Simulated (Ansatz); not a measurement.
# PbSe: response to strain

Take PbSe in the rock salt structure (space group Fm-3m, No. 225; a = 6.1778 Å) as the base.

Strains are applied to the cell and any free atomic positions relax.

Computed with r2SCAN, PAW, 500 eV (Ansatz, a first-principles code; spin-orbit coupling left out).

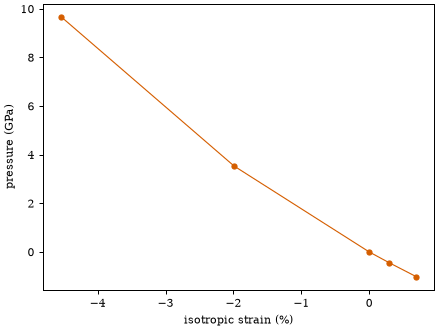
*Pressure against isotropic strain*

Question: From the plot, what is the pressure for isotropic strain −1.99 %?

Answer: About 3.5 GPa.

Question: Is the trend monotonic over the range shown?

Answer: Yes, it falls throughout, spanning -1.02 GPa to 9.68 GPa.

No phonon test of stability was made.
